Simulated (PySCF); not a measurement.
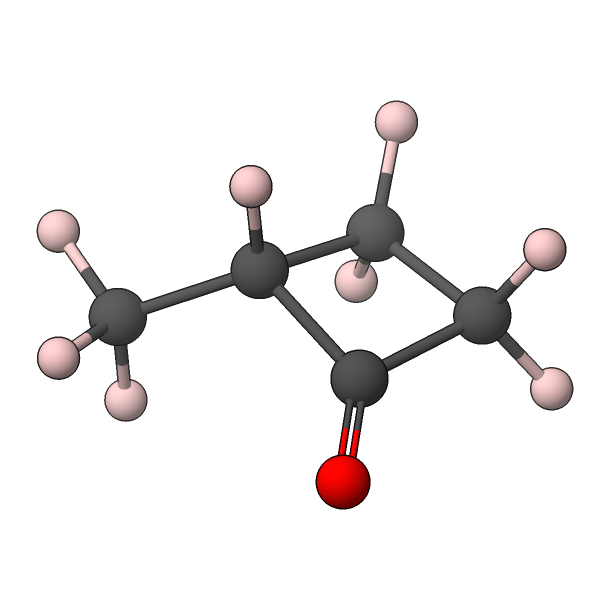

Multiple sticks mark multiple bonds (one Kekulé form). Colours: carbon dark grey, oxygen red, hydrogen pink.

Identify the structure.

It has 14 atoms: 5 carbon, 8 hydrogen and 1 oxygen (C5H8O). As SMILES it reads `C[C@@H]1CCC1=O`. Independent rings (smallest set): 1 of 4 members. Among its groups: ketone. This geometry has C1 symmetry. Coordination, clear cases only: 1 C tetrahedral.

More results for the same structure follow; atom numbers are the same in all pictures, views and colours differ. The computed structure is the end point of a PBE0-D3(BJ)/def2-SVP optimisation. No frequency run is at hand to confirm it as a minimum.

Shape

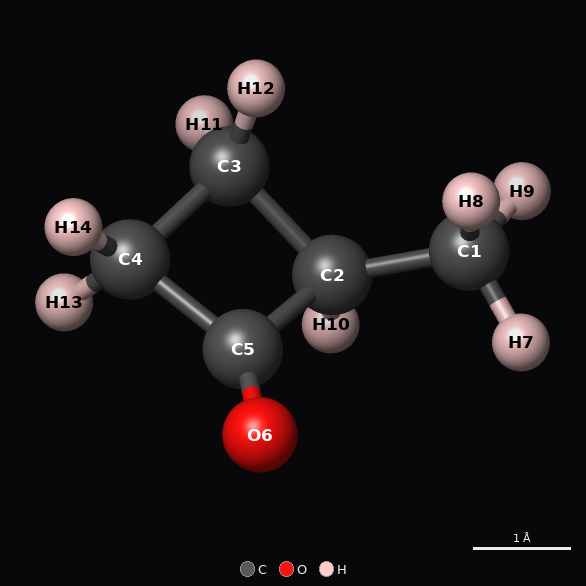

The atoms are numbered. No frequency run is at hand to confirm it as a minimum.

Which atoms are bonded, and how long are the bonds?

```tsv
bond	length (Å)	order
C1–C2	1.512	single
C1–H7	1.100	single
C1–H8	1.101	single
C1–H9	1.101	single
C2–C3	1.552	single
C2–C5	1.528	single
C2–H10	1.106	single
C3–C4	1.547	single
C3–H11	1.098	single
C3–H12	1.100	single
C4–C5	1.525	single
C4–H13	1.102	single
C4–H14	1.100	single
C5–O6	1.196	double
```

Excitation

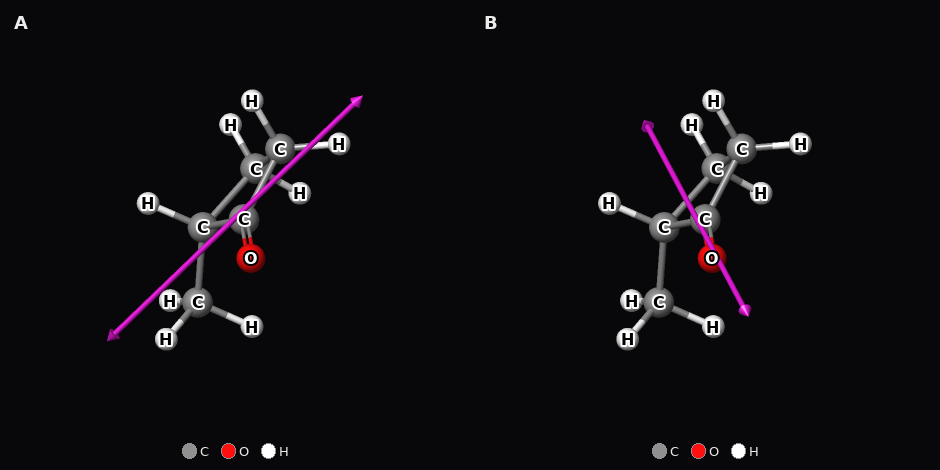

The double arrows show the directions of two transition dipoles from the ground state (lengths mean nothing). No frequency run is at hand to confirm it as a minimum. Level of theory: TDDFT CAM-B3LYP/def2-SVPD, vertical, gas phase, core orbitals frozen in the response (PySCF 2.14.0).

One belongs to singlet state 2 and one to singlet state 8. Which is which?

Answer. A: state 2, 7.02 eV (177 nm), oscillator strength 0.026, mainly HOMO → LUMO+1 (weight 0.70).
B: state 8, 8.27 eV (150 nm), oscillator strength 0.040, mainly HOMO−2 → LUMO (weight 0.75).

Core levels

No frequency run is at hand to confirm it as a minimum. Level of theory: delta-SCF UKS SCAN, pcX-2 on the ionised atom, pcseg-1 elsewhere, spin-free X2C (PySCF 2.14.0).

Give the core-electron binding energies (to vacuum) of C1 1s, C2 1s, C3 1s, C4 1s, C5 1s, O6 1s.

```csv
atom,level,binding energy (eV)
C1,1s,290.8
C2,1s,290.9
C3,1s,290.9
C4,1s,290.9
C5,1s,293.1
O6,1s,537.8
```

NMR shielding

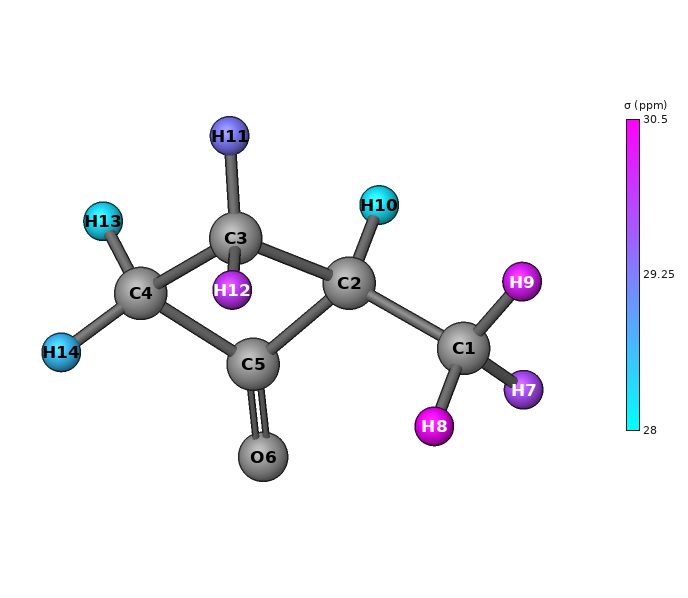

Atoms are coloured by their isotropic NMR shieldings (H only, the others grey). No frequency run is at hand to confirm it as a minimum. Properties computed with GIAO PBE0/pcSseg-1 NMR shielding, non-relativistic, gas phase (PySCF 2.14.0).

Give the isotropic NMR shieldings of the H atoms atom by atom.

```tsv
atom	σ (ppm)
H7	29.74
H8	30.44
H9	30.21
H10	28.24
H11	29.26
H12	29.97
H13	28.31
H14	28.59
```
